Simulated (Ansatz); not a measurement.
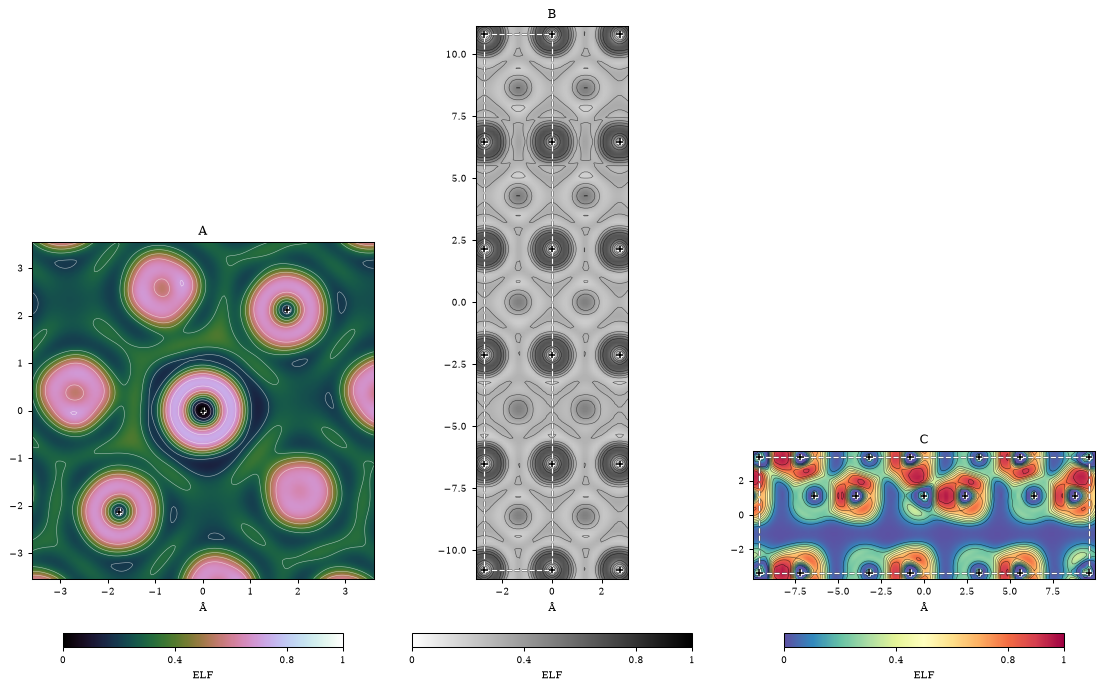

The ELF of 3 systems, each on a plane through atoms (crosses mark nuclei in the plane).

The calculation used DFT PBE, scalar-relativistic, plane waves, PAW in Ansatz 0.2.0.

System 1: TaRu5, the (111) plane of the conventional cell. Space group P-62m; a structure generated by program, which may or may not match a known phase; computed without spin polarisation.

```cif
data_structure
_symmetry_space_group_name_H-M 'P 1'
_symmetry_Int_Tables_number 1
_cell_length_a 4.7882
_cell_length_b 4.7882
_cell_length_c 4.3748
_cell_angle_alpha 90.000
_cell_angle_beta 90.000
_cell_angle_gamma 120.000
_cell_volume 86.86
loop_
_atom_site_label
_atom_site_type_symbol
_atom_site_fract_x
_atom_site_fract_y
_atom_site_fract_z
_atom_site_occupancy
Ta1 Ta 0.00000 0.00000 0.50000 1
Ru1 Ru 0.00000 0.65379 0.00000 1
Ru2 Ru 0.65379 0.00000 0.00000 1
Ru3 Ru 0.34621 0.34621 0.00000 1
Ru4 Ru 0.33333 0.66667 0.50000 1
Ru5 Ru 0.66667 0.33333 0.50000 1
```

System 2: IrRu4, the (100) plane of the conventional cell. Space group P6₃/mmc; a structure generated by program, which may or may not match a known phase; computed without spin polarisation.

```xyz
10
Lattice="2.7270 0.0000 0.0000 -1.3635 2.3616 0.0000 0.0000 0.0000 21.5919" Properties=species:S:1:pos:R:3 pbc="T T T"
Ru    0.0000    1.5744   13.9972
Ru    0.0000    1.5744   18.3907
Ru    0.0000    1.5744    1.0748
Ru    0.0000    1.5744    9.7211
Ru    1.3635    0.7872   20.5171
Ru    1.3635    0.7872    3.2012
Ru    1.3635    0.7872    7.5947
Ru    1.3635    0.7872   11.8708
Ir    0.0000    1.5744    5.3980
Ir    1.3635    0.7872   16.1939
```

System 3: AlGa2P3, the (110) plane of the conventional cell. Space group P6₃mc; a structure generated by program, which may or may not match a known phase.

```
CELL_PARAMETERS angstrom
3.88312 0.00000 0.00000
-1.94156 3.36288 0.00000
0.00000 0.00000 19.17770
ATOMIC_POSITIONS crystal
Al 0.66667 0.33333 0.83300
Al 0.33333 0.66667 0.33300
Ga 0.66667 0.33333 0.16678
Ga 0.66667 0.33333 0.50007
Ga 0.33333 0.66667 0.00007
Ga 0.33333 0.66667 0.66678
P 0.66667 0.33333 0.29161
P 0.66667 0.33333 0.62479
P 0.66667 0.33333 0.95775
P 0.33333 0.66667 0.12479
P 0.33333 0.66667 0.45775
P 0.33333 0.66667 0.79161
```

**Which map belongs to which system?**

Panel A is system 1, TaRu5: the plane holds Ta and Ru. Ta–Ru (2.76 Å): the ELF is about 0.30 at the midpoint. Panel B is system 2, IrRu4: the plane holds Ru and Ir. Ir–Ir (2.73 Å): the ELF is about 0.35 at the midpoint. Panel C is system 3, AlGa2P3: the plane holds Al, Ga and P. Al–P (2.38 Å): the ELF peaks at about 0.95 between the atoms, as expected for a shared electron pair.
